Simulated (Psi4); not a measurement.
# CH5FOSi (SMILES CO[SiH2]F): SVWN5/def2-SVP

What is the vertical ionisation energy of CH5FOSi at SVWN5/def2-SVP? 

The calculation is run with Psi4 1.11.

3 further runs of the same task are left out: 3 set aside as unsound or not needed. Runs told in other sessions of the task aren't counted.

## (1) The system as given

CH5FOSi has 9 atoms, charge 0, and is taken as a singlet. SMILES: `CO[SiH2]F`. The coordinates come from a PBE0-D4/def2-TZVP relaxation. This is one conformer, not always the lowest.

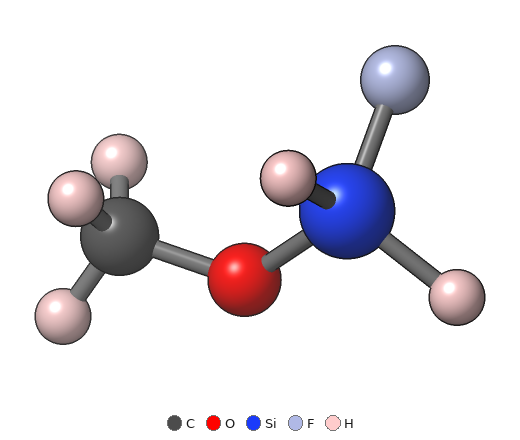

Viewed from a chosen angle; carbon dark grey, oxygen red, silicon blue, fluorine light blue, hydrogen pink.

## (2) Energy and forces at SVWN5/def2-SVP

Input file job.dat:

```
memory 2200 MB

molecule {
  C     -0.52950126     2.17450785    -1.30088746
  O     -1.40520035    -0.12132042    -0.26078221
  Si     0.31917474    -2.13104415     1.28482479
  F      2.27145080    -3.52471717    -0.54820955
  H      0.35829207     1.85004188    -3.13845715
  H     -2.14653990     3.42720730    -1.55524460
  H      0.83790456     3.10576489    -0.05480206
  H     -1.41389309    -4.04722644     2.32795361
  H      1.87536421    -0.82051908     3.21310133
  units bohr
  symmetry c1
  no_reorient
  no_com
}

set basis def2-SVP
set puream true
set e_convergence 1e-09
set d_convergence 1e-08
set scf_type pk
set dft_radial_points 99
set dft_spherical_points 590

E = gradient("scf", dft_functional={"name": "SVWN5", "x_functionals": {"LDA_X": {}}, "c_functionals": {"LDA_C_VWN": {}}})
```

The run is started by

```bash
$ psi4 -n 1 job.dat job.out
```

job.out:

```text
[...]
  Running in c1 symmetry.
[...]
  Nuclear repulsion =  182.271974624346029
[...]
  Multiplicity = 1
[...]
  Nalpha       = 21
  Nbeta        = 21
[...]
    Number of basis functions: 85
[...]
   @RKS iter   1:  -502.48691150678081   -1.23951e-01   9.21022e-03 DIIS/ADIIS
[...]
   @RKS iter  12:  -502.77116498654550   -1.36424e-12   3.24506e-09 DIIS
[...]
    Orbital Energies [Eh]
    ---------------------
    Doubly Occupied:
       1A    -65.149470     2A    -24.076072     3A    -18.619502
       4A     -9.841133     5A     -5.064481     6A     -3.511271
       7A     -3.508861     8A     -3.506543     9A     -1.047629
      10A     -0.924660    11A     -0.628158    12A     -0.504178
      13A     -0.440110    14A     -0.421540    15A     -0.420617
      16A     -0.383957    17A     -0.379000    18A     -0.350574
      19A     -0.301050    20A     -0.273432    21A     -0.261808
[...]
  @RKS Final Energy:  -502.77116498654550
   => Energetics <=
    Nuclear Repulsion Energy =            182.2719746243460293
    One-Electron Energy =               -1060.5232845341031407
    Two-Electron Energy =                 420.0194858724361779
    DFT Exchange-Correlation Energy =     -44.5393409492245880
    Empirical Dispersion Energy =           0.0000000000000000
    VV10 Nonlocal Energy =                  0.0000000000000000
    Total Energy =                       -502.7711649865455001
[...]
 Multipole Moments:
 ------------------------------------------------------------------------------------
     Multipole            Electronic (a.u.)      Nuclear  (a.u.)        Total (a.u.)
 ------------------------------------------------------------------------------------
 L = 1.  Multiply by 2.5417464519 to convert [e a0] to [Debye]
 Dipole X            :        -10.0231937           10.0040211           -0.0191727
 Dipole Y            :         46.5912786          -45.9653203            0.6259582
 Dipole Z            :         -3.8785505            3.9546298            0.0760793
 Magnitude           :                                                    0.6308560
[...]
  -Total Gradient:
     Atom            X                  Y                   Z
    ------   -----------------  -----------------  -----------------
       1        0.007745703542     0.020290956520    -0.009309238380
       2        0.004490802755    -0.013780512915     0.009129410089
       3        0.002550425735     0.000590857871    -0.009121649934
       4       -0.010571932707     0.007341627133     0.010368620731
       5       -0.005629294544     0.000727704582     0.011465193874
       6        0.009202312242    -0.008839306359     0.002265983367
       7       -0.008746769746    -0.006423798175    -0.007309009536
       8        0.005032700885     0.004418481627    -0.002537111073
       9       -0.004107372029    -0.004330213407    -0.004966419754
[...]
```

Run time: 19 s. Hardware: 1 thread of AMD EPYC 7R43 (Zen 3), shared host; peak memory 0.57 GiB.

## (3) The doublet cation

Input file ch5fosi.in:

```
memory 2200 mb

molecule geom {
  1 2
  C
  O 1 1.411971
  Si 2 1.622544 1 125.16231
  F 3 1.59753 2 111.11274 1 -70.13521
  H 1 1.093506 2 110.64255 3 82.54198
  H 1 1.090769 5 108.82825 2 -118.84614
  H 1 1.096019 6 108.59726 5 118.27041
  H 3 1.47444 4 108.18408 2 116.98007
  H 3 1.483344 8 114.16085 2 122.64748
  symmetry c1
}

set {
  basis                def2-SVP
  reference            uks
  puream               true
  e_convergence        1e-09
  d_convergence        1e-08
  scf_type             pk
  dft_radial_points    99
  dft_spherical_points 590
  maxiter              100
}

e, wfn = gradient("scf", dft_functional={"name": "SVWN5", "x_functionals": {"LDA_X": {}}, "c_functionals": {"LDA_C_VWN": {}}}, return_wfn=True)
oeprop(wfn, "MULLIKEN_CHARGES", "QUADRUPOLE", "MAYER_INDICES")
```

The run is started by

```bash
$ psi4 -i ch5fosi.in -o ch5fosi.out -n 1
```

ch5fosi.out:

```text
[...]
  Running in c1 symmetry.
[...]
  Nuclear repulsion =  182.271963020441149
[...]
  Multiplicity = 2
[...]
  Nalpha       = 21
  Nbeta        = 20
[...]
    Number of basis functions: 85
[...]
   @UKS iter   1:  -502.11384606733208    2.49114e-01   8.47002e-03 ADIIS/DIIS
[...]
   @UKS iter  21:  -502.38002094316738   -1.94404e-11   9.04703e-09 DIIS
[...]
   @S^2 Observed:                7.517224744E-01
[...]
  @UKS Final Energy:  -502.38002094316738
   => Energetics <=
    Nuclear Repulsion Energy =            182.2719630204411487
    One-Electron Energy =               -1049.9471982904951801
    Two-Electron Energy =                 409.4672282403746522
    DFT Exchange-Correlation Energy =     -44.1720139134880014
    Empirical Dispersion Energy =           0.0000000000000000
    VV10 Nonlocal Energy =                  0.0000000000000000
    Total Energy =                       -502.3800209431673807
  UHF NO Occupations:
  HONO-2 :   19  A 1.9998437
  HONO-1 :   20  A 1.9995178
[...]
  -Total Gradient:
     Atom            X                  Y                   Z
    ------   -----------------  -----------------  -----------------
       1       -0.000134490977    -0.027029225971    -0.028356807182
       2       -0.020663252120    -0.006745325719     0.046503766310
       3        0.030168562432     0.016231874781    -0.033100134352
       4       -0.001323307170     0.002258896568     0.004398420800
       5        0.018528574583     0.007268304158     0.008867032920
       6       -0.002888256376    -0.011671519496     0.003106482662
       7       -0.004638563230     0.016772700665     0.004662801939
       8       -0.002798064772    -0.002691434412    -0.012800773354
       9       -0.016258500209     0.005640782803     0.006728156503
[...]
 Multipole Moments:
 ------------------------------------------------------------------------------------
     Multipole            Electronic (a.u.)      Nuclear  (a.u.)        Total (a.u.)
 ------------------------------------------------------------------------------------
 L = 1.  Multiply by 2.5417464519 to convert [e a0] to [Debye]
 Dipole X            :         -2.5380909            3.6635458            1.1254549
 Dipole Y            :         -2.4971262            2.7726126            0.2754863
 Dipole Z            :          3.4505466           -4.2751384           -0.8245919
 Magnitude           :                                                    1.4221439
 L = 2.  Multiply by 1.3450342976 to convert [e a0^2] to [Debye ang]
 Quadrupole XX       :        -81.1500838           61.9207071          -19.2293767
 Quadrupole XY       :        -47.6794830           46.1146391           -1.5648439
[...]
```

Wall time 41 s (1 thread of AMD EPYC 7R43 (Zen 3), shared host); peak memory 0.58 GiB.

## (4) Results

At SVWN5/def2-SVP:

| quantity | value |
| --- | --- |
| singlet CH5FOSi: total energy | -502.77116 Eh |
| singlet CH5FOSi: dipole moment | 1.60 D |
| singlet CH5FOSi: HOMO energy | -7.12 eV |
| singlet CH5FOSi: LUMO energy | 0.29 eV |
| singlet CH5FOSi: HOMO–LUMO gap | 7.41 eV |
| singlet CH5FOSi: largest force on an atom | 1.215 eV/Å |
| doublet cation: total energy | -502.38002 Eh |
| doublet cation: HOMO energy (highest over α and β) | -14.14 eV |
| doublet cation: LUMO energy (lowest over α and β) | -14.03 eV |
| doublet cation: ⟨S²⟩ | 0.752 |
| doublet cation: largest force on an atom | 2.640 eV/Å |
| vertical ionisation energy (to the doublet cation) | 10.644 eV |

What this shows: Removing an electron at fixed nuclei costs 10.64 eV (245 kcal/mol). The largest force (singlet CH5FOSi) is 1.22 eV/Å: the shape isn't a stationary point for this species at this level. −ε(HOMO) before ionisation, 7.12 eV, is 3.52 eV below this ionisation energy. With no_com the log's rotational constants are taken about the origin, not the centre of mass, so they aren't the molecule's. Mulliken charges (doublet cation) run from -0.21 on O2 to +0.63 on Si3.
